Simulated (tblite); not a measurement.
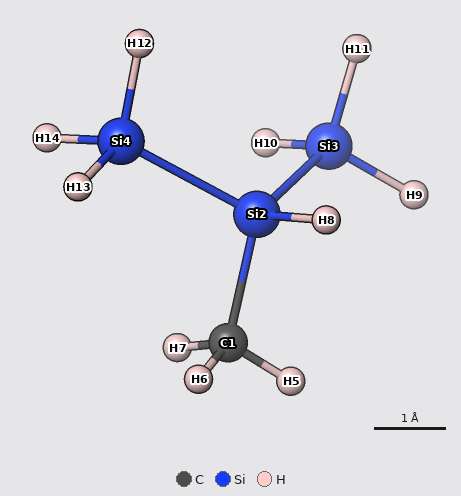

Fig. 1: The structure (ball-and-stick view, seen at a tilt; atoms are numbered from 1 in the order of the input). Bond lengths as drawn: C–H 1.09 Å, C–Si 1.91 Å, H–Si 1.47 to 1.48 Å and Si–Si 2.32 Å.

**CH₁₀Si₃: frequency calculation**

- system: CH₁₀Si₃, SMILES C[SiH]([SiH3])[SiH3]
- method: GFN2-xTB harmonic vibrations, gas phase (tblite 0.8.0)

It belongs to a series of runs on one base structure; here: H on Si replaced by CH3.

Log
```
mode    cm-1     km/mol
  1      14.2      0.00
  2      24.2      0.00
  3      93.1      2.26
  4     132.5      0.63
  5     142.8      4.17
  6     147.3      6.62
  7     377.5      9.99
  8     397.5     17.02
  9     409.3      2.45
 10     433.9     47.20
 11     447.5     26.47
 12     494.8      2.96
 13     597.7    405.27
 14     619.6     83.17
 15     726.0     34.18
 16     762.3    919.25
 17     795.8    291.44
 18     809.4    100.05
 19     816.5     13.03
 20     820.5    242.31
 21     823.3     23.66
 22     829.9     65.41
 23     834.5    217.12
 24    1373.4      4.04
 25    1496.5      0.01
 26    1498.3      0.68
 27    2080.5    269.59
 28    2215.7     60.46
 29    2224.4    164.83
 30    2224.6    423.89
 31    2227.8    433.37
 32    2232.5    161.08
 33    2237.2    614.76
 34    3025.1     35.88
 35    3027.6     35.95
 36    3032.7      2.17
```

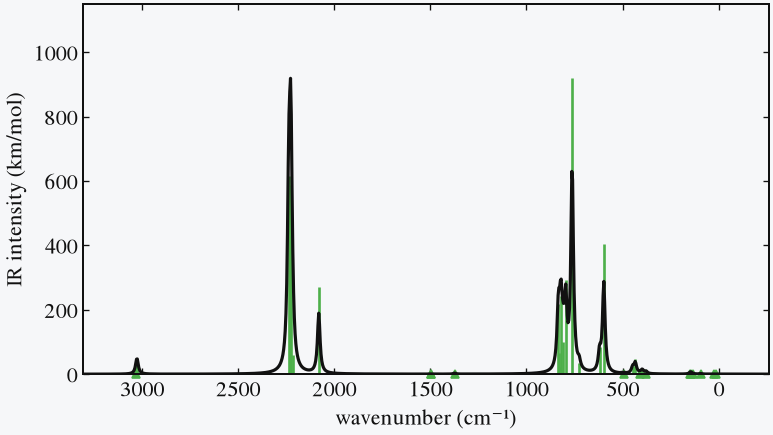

Fig. 2: Harmonic infrared spectrum, unscaled: sticks (degenerate modes added up, dark ones marked on the axis) with a Lorentzian envelope of 16 cm⁻¹ full width, scaled to the tallest stick. 36 modes from 14 to 3033 cm⁻¹, none imaginary. The strongest line is at 762 cm⁻¹ (919 km/mol).

This output came from the following input.

Input
```
{"job": {"kind": "ir", "xc": "GFN2-xTB", "basis": "xTB"}, "charge": 0, "multiplicity": 1}
C      0.112239     1.768188    -0.822475
Si    -0.081161     0.269941     0.347524
Si    -1.981319    -0.916746    -0.268498
Si     1.916590    -0.915287     0.373131
H     -0.776904     2.392674    -0.818709
H      0.952163     2.394884    -0.535180
H      0.280956     1.446787    -1.847094
H     -0.301912     0.870776     1.683609
H     -3.218108    -0.129704    -0.281559
H     -1.858567    -1.482788    -1.615820
H     -2.223374    -2.046521     0.632723
H      1.851428    -2.046830     1.301649
H      3.088133    -0.125777     0.764905
H      2.239157    -1.480070    -0.941350
```

The first line tells a small driver script what to run in tblite; the rest is the geometry in Å.

Launched with:
```bash
OMP_NUM_THREADS=1 python <driver script> task.json out
```

Key numbers

| quantity | value |
| --- | --- |
| outcome | converged |
| total energy | −337.1947 eV |
| zero-point energy | 57.8210 kcal/mol |
| hardware | 1 CPU thread, shared host |
| peak memory | 0.18 GiB |
